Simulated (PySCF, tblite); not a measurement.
# C5H12Si2: a rotation path, then NMR shifts on frames, part 2 of 2

tblite 0.8.0 and PySCF 2.14.0. Atoms count from 0. Earlier steps stand in the parts before.

## Step 5: Shielding tensors: image 4, PBE0/pcSseg-1

What the job is given:

```
{"job": {"kind": "nmr", "xc": "PBE0", "basis": "pcSseg-1", "pop": false}, "charge": 0, "multiplicity": 1}
C     -1.388800     0.926700     1.043100
C     -0.924800     0.493600    -0.126800
C     -1.774000     0.681200    -1.353200
C      0.396900    -0.113900    -0.327900
Si     1.129600    -0.151600    -2.088000
C      1.184100    -0.627500     0.637500
Si     1.067900    -0.944300     2.492700
H     -0.829900     0.868600     1.954800
H     -2.365200     1.377400     1.117800
H     -1.279100     1.350300    -2.056600
H     -2.734600     1.116200    -1.086800
H     -1.950800    -0.267600    -1.856000
H      0.169800    -0.496400    -3.138800
H      2.182900    -1.169400    -2.110200
H      1.702000     1.166300    -2.382800
H      2.134600    -1.014800     0.275800
H      0.231400    -2.124500     2.724300
H      2.443300    -1.213300     2.930400
H      0.594800     0.152200     3.343200
```

Method: GIAO PBE0/pcSseg-1 NMR shielding, non-relativistic, gas phase.

The log of the run:

```text
coarse grid: 16120 points
cycle   1  E = -776.0510827480  dE =  4.776e-01  |g| = 3.837e-01  |ddm| = 3.973e+00
cycle   2  E = -776.0484961218  dE =  2.587e-03  |g| = 3.951e-01  |ddm| = 8.098e-01
cycle   3  E = -776.0908663570  dE = -4.237e-02  |g| = 3.274e-02  |ddm| = 4.637e-01
cycle   4  E = -776.0910998113  dE = -2.335e-04  |g| = 1.903e-02  |ddm| = 6.488e-02
cycle   5  E = -776.0911904692  dE = -9.066e-05  |g| = 5.366e-03  |ddm| = 2.515e-02
cycle   6  E = -776.0911966974  dE = -6.228e-06  |g| = 2.465e-03  |ddm| = 8.751e-03
final grid: 144360 points
cycle   7  E = -776.1323999975  dE = -2.934e-05  |g| = 8.752e-03  |ddm| = 4.435e-02
cycle   8  E = -776.1323717169  dE =  2.828e-05  |g| = 1.335e-02  |ddm| = 2.494e-02
cycle   9  E = -776.1324199988  dE = -4.828e-05  |g| = 2.447e-03  |ddm| = 1.606e-02
cycle  10  E = -776.1324215015  dE = -1.503e-06  |g| = 2.187e-04  |ddm| = 2.352e-03
cycle  11  E = -776.1324215121  dE = -1.066e-08  |g| = 8.198e-05  |ddm| = 3.405e-04
cycle  12  E = -776.1324215136  dE = -1.459e-09  |g| = 2.913e-05  |ddm| = 1.038e-04
cycle  13  E = -776.1324215138  dE = -1.858e-10  |g| = 9.077e-06  |ddm| = 3.093e-05
converged SCF energy = -776.1324215138

GIAO shielding tensors (ppm)
atom      isotropic    diamagn.    paramagn.     s11        s22        s33       span
  0 C       65.838     256.508    -190.670    -34.380     78.245    153.649    188.029
  1 C       34.340     259.475    -225.135    -83.377     34.247    152.150    235.527
  2 C      154.352     248.743     -94.391    133.658    153.605    175.793     42.135
  3 C       22.055     259.899    -237.844    -90.069     -0.265    156.499    246.567
  4 Si     413.561     881.626    -468.064    346.167    428.076    466.440    120.273
  5 C       45.313     258.336    -213.023    -67.898     39.281    164.557    232.456
  6 Si     435.499     880.818    -445.319    400.097    434.103    472.298     72.201
  7 H       25.693      35.499      -9.806     22.097     26.685     28.297      6.200
  8 H       26.205      31.865      -5.660     23.996     25.024     29.595      5.599
  9 H       29.589      30.230      -0.642     25.763     29.293     33.711      7.948
 10 H       29.692      30.130      -0.438     25.665     28.954     34.457      8.793
 11 H       29.530      30.722      -1.192     26.007     28.684     33.898      7.890
 12 H       27.166      29.751      -2.585     23.078     27.539     30.883      7.805
 13 H       27.733      29.863      -2.130     24.305     26.941     31.954      7.649
 14 H       27.228      29.396      -2.168     24.615     25.173     31.896      7.281
 15 H       24.926      32.966      -8.041     21.674     22.339     30.764      9.090
 16 H       27.354      29.213      -1.859     24.384     25.627     32.052      7.668
 17 H       27.589      28.833      -1.244     24.110     26.177     32.481      8.371
 18 H       27.127      29.890      -2.763     22.932     27.016     31.434      8.502
```

Wall time 32 s (1 thread, shared host).

Key values: δ C3 164.9, C1 152.6, C5 141.6, C0 121.1, H15 6.79, H7 6.02 ppm.

## Step 6: NMR shieldings: image 6, PBE0/pcSseg-1

What the job is given:

```
{"job": {"kind": "nmr", "xc": "PBE0", "basis": "pcSseg-1", "pop": false}, "charge": 0, "multiplicity": 1}
C     -0.933700     1.490500     0.832200
C     -0.786200     0.572100    -0.114100
C     -1.922400     0.165200    -1.005200
C      0.512900    -0.066100    -0.379200
Si     1.285500     0.160100    -2.097900
C      1.186700    -0.737800     0.562500
Si     0.719200    -1.150000     2.340000
H     -0.108600     1.807400     1.445900
H     -1.883700     1.963200     1.020700
H     -1.724800     0.470700    -2.031600
H     -2.850800     0.628800    -0.680700
H     -2.043700    -0.917300    -0.997700
H      0.292300     0.080800    -3.172100
H      2.277900    -0.897600    -2.297300
H      1.928100     1.476400    -2.146200
H      2.143700    -1.158200     0.264600
H      0.048500    -2.455100     2.355900
H      1.984700    -1.246700     3.078100
H     -0.135300    -0.177000     3.014500
```

With the program's defaults for keys left out, this is: GIAO PBE0/pcSseg-1 NMR shielding, non-relativistic, gas phase.

The log of the run:

```text
coarse grid: 16120 points
cycle   1  E = -776.0554421373  dE =  4.703e-01  |g| = 3.919e-01  |ddm| = 3.905e+00
cycle   2  E = -776.0521844912  dE =  3.258e-03  |g| = 4.063e-01  |ddm| = 7.928e-01
cycle   3  E = -776.0970234823  dE = -4.484e-02  |g| = 3.360e-02  |ddm| = 4.590e-01
cycle   4  E = -776.0972360216  dE = -2.125e-04  |g| = 2.174e-02  |ddm| = 6.225e-02
cycle   5  E = -776.0973501107  dE = -1.141e-04  |g| = 7.087e-03  |ddm| = 2.685e-02
cycle   6  E = -776.0973616110  dE = -1.150e-05  |g| = 2.671e-03  |ddm| = 9.484e-03
cycle   7  E = -776.0973633704  dE = -1.759e-06  |g| = 3.020e-04  |ddm| = 2.509e-03
final grid: 144360 points
cycle   8  E = -776.1388726829  dE = -3.662e-05  |g| = 7.100e-03  |ddm| = 3.652e-02
cycle   9  E = -776.1388686873  dE =  3.996e-06  |g| = 7.942e-03  |ddm| = 1.573e-02
cycle  10  E = -776.1388860161  dE = -1.733e-05  |g| = 1.297e-03  |ddm| = 9.376e-03
cycle  11  E = -776.1388864122  dE = -3.961e-07  |g| = 3.376e-04  |ddm| = 1.443e-03
cycle  12  E = -776.1388864401  dE = -2.789e-08  |g| = 6.945e-05  |ddm| = 3.616e-04
cycle  13  E = -776.1388864411  dE = -1.029e-09  |g| = 2.817e-05  |ddm| = 1.030e-04
cycle  14  E = -776.1388864413  dE = -2.008e-10  |g| = 7.317e-06  |ddm| = 3.326e-05
converged SCF energy = -776.1388864413

GIAO shielding tensors (ppm)
atom      isotropic    diamagn.    paramagn.     s11        s22        s33       span
  0 C       65.191     255.062    -189.871    -28.030     78.290    145.313    173.343
  1 C       30.674     262.260    -231.586    -88.338     32.611    147.750    236.088
  2 C      160.855     247.234     -86.379    147.297    151.721    183.546     36.249
  3 C       14.207     261.109    -246.902    -97.111    -13.341    153.074    250.185
  4 Si     418.395     881.418    -463.024    364.284    423.028    467.872    103.588
  5 C       45.261     258.174    -212.912    -61.113     37.248    159.649    220.762
  6 Si     441.829     880.870    -439.041    420.348    435.226    469.914     49.566
  7 H       26.616      33.938      -7.322     22.782     26.689     30.377      7.595
  8 H       26.478      32.075      -5.596     24.009     25.707     29.719      5.711
  9 H       29.237      30.314      -1.077     24.666     28.907     34.137      9.472
 10 H       29.715      30.341      -0.625     26.019     28.437     34.690      8.671
 11 H       29.958      30.599      -0.641     26.657     28.484     34.731      8.074
 12 H       27.222      29.791      -2.569     23.130     27.442     31.092      7.962
 13 H       27.684      29.739      -2.055     24.491     26.492     32.067      7.576
 14 H       27.450      29.294      -1.843     24.573     25.584     32.194      7.621
 15 H       25.232      32.888      -7.656     23.051     23.273     29.372      6.322
 16 H       27.613      29.126      -1.513     24.428     25.780     32.630      8.202
 17 H       27.758      28.956      -1.198     24.765     25.827     32.682      7.917
 18 H       27.106      29.930      -2.824     22.371     28.378     30.569      8.197
```

Wall time 32 s (1 thread, shared host).

In short: δ C3 172.7, C1 156.3, C5 141.7, C0 121.7, H15 6.48, H8 5.24 ppm.

## Step 7: NMR shieldings: image 8, PBE0/pcSseg-1

What the job is given:

```
{"job": {"kind": "nmr", "xc": "PBE0", "basis": "pcSseg-1", "pop": false}, "charge": 0, "multiplicity": 1}
C     -0.716000     1.907700     0.357100
C     -0.667900     0.668100    -0.107300
C     -1.889900    -0.130200    -0.446400
C      0.613500    -0.012400    -0.382500
Si     1.411000     0.453000    -2.033300
C      1.143000    -0.895500     0.466600
Si     0.437900    -1.426800     2.127500
H      0.181100     2.458500     0.584200
H     -1.649100     2.412900     0.543100
H     -1.886200    -0.380400    -1.507800
H     -2.796900     0.423500    -0.215800
H     -1.889000    -1.065000     0.113800
H      0.430800     0.258800    -3.106300
H      2.572400    -0.407600    -2.263600
H      1.813100     1.860600    -1.995800
H      2.081400    -1.361400     0.182300
H     -0.209300    -2.736300     1.965700
H      1.546100    -1.558100     3.078100
H     -0.535900    -0.460100     2.632900
```

Method: GIAO PBE0/pcSseg-1 NMR shielding, non-relativistic, gas phase.

The log of the run:

```text
coarse grid: 16120 points
cycle   1  E = -776.0571702012  dE =  4.740e-01  |g| = 3.951e-01  |ddm| = 3.905e+00
cycle   2  E = -776.0534665891  dE =  3.704e-03  |g| = 4.109e-01  |ddm| = 8.114e-01
cycle   3  E = -776.0996666365  dE = -4.620e-02  |g| = 3.172e-02  |ddm| = 4.656e-01
cycle   4  E = -776.0998767574  dE = -2.101e-04  |g| = 1.867e-02  |ddm| = 6.215e-02
cycle   5  E = -776.0999660171  dE = -8.926e-05  |g| = 4.783e-03  |ddm| = 2.430e-02
cycle   6  E = -776.0999712659  dE = -5.249e-06  |g| = 1.709e-03  |ddm| = 6.131e-03
final grid: 144360 points
cycle   7  E = -776.1409994997  dE = -2.773e-05  |g| = 6.896e-03  |ddm| = 2.889e-02
cycle   8  E = -776.1409932406  dE =  6.259e-06  |g| = 8.318e-03  |ddm| = 1.612e-02
cycle   9  E = -776.1410121216  dE = -1.888e-05  |g| = 1.467e-03  |ddm| = 9.533e-03
cycle  10  E = -776.1410126479  dE = -5.263e-07  |g| = 2.698e-04  |ddm| = 1.407e-03
cycle  11  E = -776.1410126641  dE = -1.625e-08  |g| = 9.137e-05  |ddm| = 2.926e-04
cycle  12  E = -776.1410126660  dE = -1.862e-09  |g| = 3.051e-05  |ddm| = 1.062e-04
cycle  13  E = -776.1410126662  dE = -2.160e-10  |g| = 8.694e-06  |ddm| = 3.600e-05
converged SCF energy = -776.1410126662

GIAO shielding tensors (ppm)
atom      isotropic    diamagn.    paramagn.     s11        s22        s33       span
  0 C       69.298     253.808    -184.510    -29.950     84.545    153.299    183.249
  1 C       29.532     263.275    -233.742    -90.036     32.841    145.792    235.827
  2 C      159.643     248.010     -88.367    141.111    153.875    183.941     42.830
  3 C       12.823     261.589    -248.766    -97.462    -14.506    150.439    247.901
  4 Si     414.457     881.556    -467.099    357.638    418.086    467.647    110.009
  5 C       42.803     258.137    -215.334    -73.866     36.343    165.931    239.797
  6 Si     439.539     880.991    -441.452    416.140    433.597    468.879     52.739
  7 H       26.852      33.074      -6.221     23.307     26.083     31.166      7.859
  8 H       26.414      31.818      -5.404     23.512     25.784     29.945      6.433
  9 H       29.478      30.441      -0.963     25.528     28.597     34.308      8.779
 10 H       29.793      30.742      -0.950     26.413     27.857     35.107      8.694
 11 H       29.934      31.430      -1.496     25.635     29.974     34.194      8.559
 12 H       27.352      29.664      -2.312     23.951     26.714     31.391      7.439
 13 H       27.606      29.800      -2.194     24.366     26.199     32.255      7.889
 14 H       27.439      29.690      -2.251     24.240     26.283     31.792      7.552
 15 H       24.912      32.680      -7.768     22.650     23.680     28.405      5.755
 16 H       27.615      29.290      -1.675     24.532     25.806     32.506      7.974
 17 H       27.781      29.012      -1.230     24.621     25.674     33.049      8.428
 18 H       27.423      30.211      -2.789     23.556     28.324     30.387      6.832
```

Wall time 31 s (1 thread, shared host).

Key values: δ C3 174.1, C1 157.4, C5 144.1, C0 117.6, H15 6.81, H8 5.30 ppm.

## Step 8: Comparing the runs: NMR shifts

Shifts (ppm) of some atoms, chosen among heavy atoms and hydrogens apart, with basis size and wall time:

| frame | C3 | C1 | C2 | H7 | H11 | Si4 | Si6 | functions | time |
| --- | --- | --- | --- | --- | --- | --- | --- | --- | --- |
| image 0 | 171.0 | 160.2 | 25.8 | 4.94 | 2.13 | -68.3 | -87.3 | 193 | 32 s |
| image 2 | 164.8 | 152.1 | 27.0 | 5.03 | 2.51 | -67.5 | -86.1 | 193 | 32 s |
| image 4 | 164.9 | 152.6 | 32.6 | 6.02 | 2.19 | -64.4 | -86.3 | 193 | 32 s |
| image 6 | 172.7 | 156.3 | 26.1 | 5.10 | 1.76 | -69.2 | -92.7 | 193 | 32 s |
| image 8 | 174.1 | 157.4 | 27.3 | 4.86 | 1.78 | -65.3 | -90.4 | 193 | 31 s |

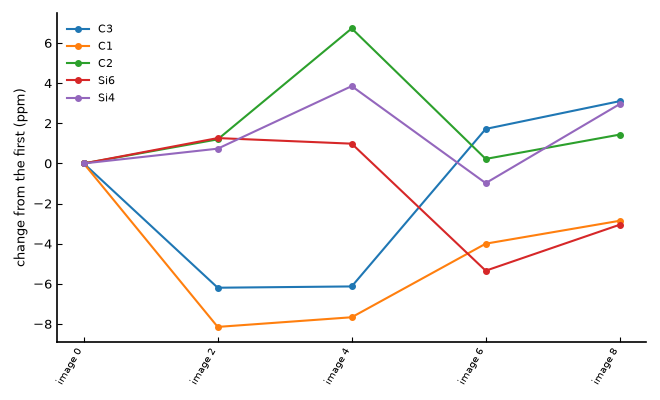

How five of the tabulated atoms move from run to run.

## Step 9: Summary of results

This closing draws on all 2 parts.

| quantity | value |
| --- | --- |
| barrier | 0.261 eV (6.0 kcal/mol) at image 4 |
| end to end (GFN2-xTB) | 0.025 eV |
| ¹³C shifts against TMS (PBE0/pcSseg-1, image 0) | 171.0, 160.2, 143.6, 117.7, 25.8 ppm |
| ¹H shifts against TMS (PBE0/pcSseg-1, image 0) | 6.50, 5.11, 4.94, 4.51, 4.25, 4.24, 4.23, 4.08, 4.01, 2.13, 2.04, 1.80 ppm |
| ²⁹Si shifts against TMS (PBE0/pcSseg-1, image 0) | -68.3, -87.3 ppm |
| range of the shift of C3 | 164.8 to 174.1 ppm |

**Reading.** Along the band the dihedral turns by 154°, and the top (dihedral 17°) lies 6.0 kcal/mol above the start (GFN2-xTB, rough), so at room temperature this motion is fast. Ends this close can change order at a higher level. The top was not checked by a frequency run. Shifts at one fixed geometry are not the observed spectrum, which averages over the motion. In ppm, C3 moves most: its shift spreads over 9.3 ppm, from 164.8 (image 2) to 174.1 (image 8).
